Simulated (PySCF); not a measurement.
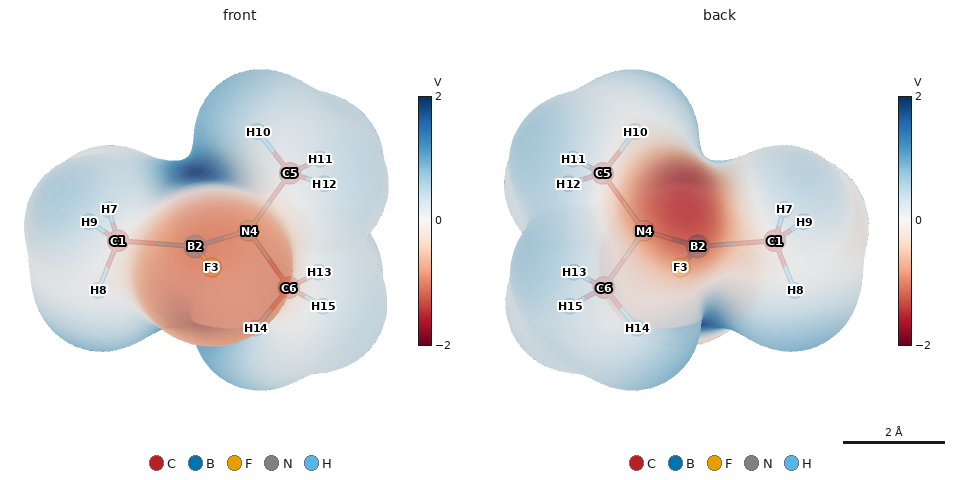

Figure. C$_{3}$H$_{9}$BFN. The electrostatic potential painted on the density surface at 0.002 e/bohr³, seen from the front and from behind; red is negative and blue positive.

Geometry: GFN2-xTB.

All numbers below come from PySCF 2.14.0, PBE0/pcSseg-1, SCF density, in a benzene solvent model, non-relativistic.

Input file:

```
{"job": {"kind": "nmr", "xc": "PBE0", "basis": "pcSseg-1", "solvent": "benzene", "pop": false}, "charge": 0, "multiplicity": 1}
C      2.209554    -0.175670     0.368744
B      0.865159     0.170242    -0.378648
F      0.943112     0.696239    -1.600748
N     -0.461312    -0.071578     0.196591
C     -1.242476     1.122807     0.471972
C     -1.253641    -1.094809    -0.464359
H      2.075662    -0.297582     1.438158
H      2.607495    -1.113445    -0.017782
H      2.973041     0.577920     0.190011
H     -0.621003     1.837602     1.008348
H     -2.090913     0.850387     1.102949
H     -1.624721     1.604043    -0.440513
H     -2.104767    -1.345960     0.171775
H     -0.642282    -1.985069    -0.600084
H     -1.632906    -0.775127    -1.446415
```

Command:

```sh
OMP_NUM_THREADS=1 python ens_run.py task.json out
```

**Where is the surface potential most negative and most positive?**

The most negative region (about −1.4 V) lies over N4, the most positive (about +1.7 V) over B2. N4 is the likeliest acceptor of a hydrogen bond.

**How polar is the molecule by this calculation?**

Its dipole moment is 0.77 D.
